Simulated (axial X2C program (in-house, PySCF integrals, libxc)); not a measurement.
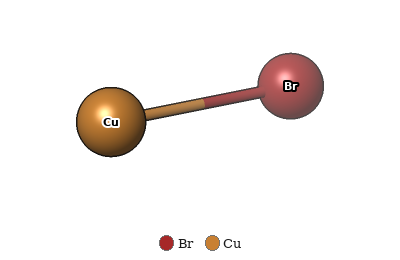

Fig. 1: The molecule at the reference distance of 2.191 Å.

## Run report: BrCu⁺, relativistic diatomic calculation

System: BrCu⁺, single determinant with Ω = 5/2 (not the lowest found). The distance is the PBE0 minimum at charge 1.
Method: expectation values, HF and Kohn-Sham, two-component X2C with atomic mean-field Coulomb and Gaunt terms, Br dyall-cv3z, Cu dyall-cv3z (cores contracted) (axial X2C program (in-house, PySCF integrals, libxc)).

**Input**
```
{"zs": [35, 29], "q": 1, "bas": ["dyall-cv3z", "dyall-cv3z"], "r0": 2.26, "levels": ["PBE0", "HF", "PBE", "BP86", "PBE50"], "nst": 3}
```

The line is the task of a batch: nuclear charges, charge, bases, the levels to run, a first guess of the distance and further settings. This report covers the levels named above. The log is that of the reference distance, started from orbitals converged before.

Hardware: 1 thread of AMD EPYC (Zen 5), 64 GiB of memory available, shared host.

The run was one of a batch that the task file lists, launched with:
```bash
python <driver script> task.json out
```

**Output**
```
two-component X2C + atomic mean field  PBE0
basis functions 207  fitting functions 1161  grid points 5806
iter        total energy     max residual
   1      -4258.899855547     8.52e-06
   2      -4258.899855549     7.97e-06
converged
one-electron -6393.72719952  Coulomb 2051.23350343  exact exchange -39.29917197  xc functional -120.75132243  nuclear repulsion 245.14599228  atomic mean-field constant -1.50165734
```

**Expectation values by level of theory**

```csv
quantity,PBE0,HF,PBE,BP86,PBE50
effective field for an electron dipole moment (GV/cm),0.0281,−0.0887,0.0592,0.0608,−0.0133
field gradient at the first nucleus (a.u.),7.76,6.16,8.25,8.38,7.19
field gradient at the second nucleus (a.u.),−4.36,−4.92,−4.10,−4.09,−4.61
"A∥/gI, first nucleus (MHz)",2.14,−0.885,2.91,2.75,1.30
"A∥/gI, second nucleus (MHz)",609,581,617,618,597
```

Each column comes from one determinant, in a basis with contracted cores. The levels disagree widely: the effective field runs from −0.0887 to 0.0608 GV/cm. They may not all have settled in the same state, and these values aren't reliable properties of the molecule.

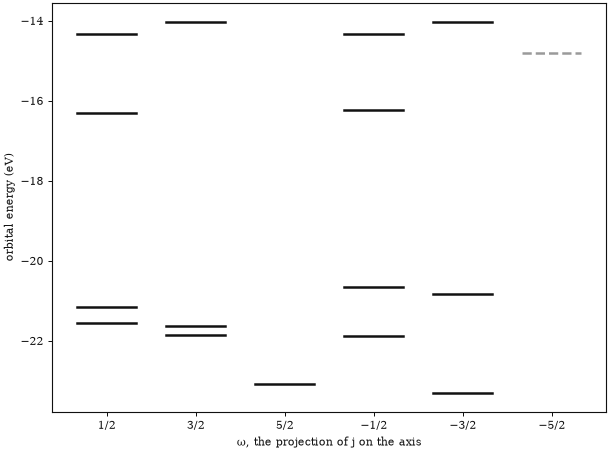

Fig. 2: Orbital energies (PBE0) near the frontier at 2.19 Å, filled (solid) and empty (dashed). The highest filled spinor (−3/2; 90 % Br p, 6 % Cu p) lies at −14.02 eV, the lowest empty one (−5/2; 100 % Cu d) at −14.81 eV.

**Summary**

```tsv
quantity	value
outcome	converged; the levels of theory disagree widely
wall time	1.7 s
peak memory	0.43 GiB
```
